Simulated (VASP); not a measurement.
Band structure of MgO (space group Fm-3m). All values below come from PBE GGA, VASP's PBE PAW potentials (set 64) (plane waves; VASP 6.6.1).

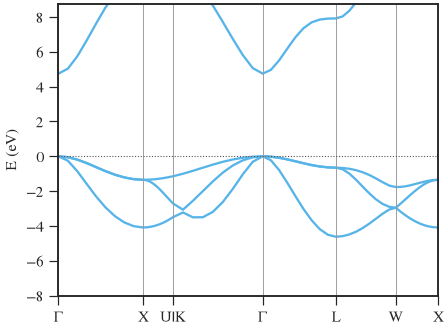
Bands along high-symmetry lines, zero at the valence-band maximum or, without a gap, the Fermi level

Read the plot: is there a gap, and where are the band edges?

The gap is direct, 4.75 eV, from the valence maximum at Γ to the conduction minimum at Γ.

The structure is a typed MgO crystal (Fm-3m). The cell was not relaxed at this level.
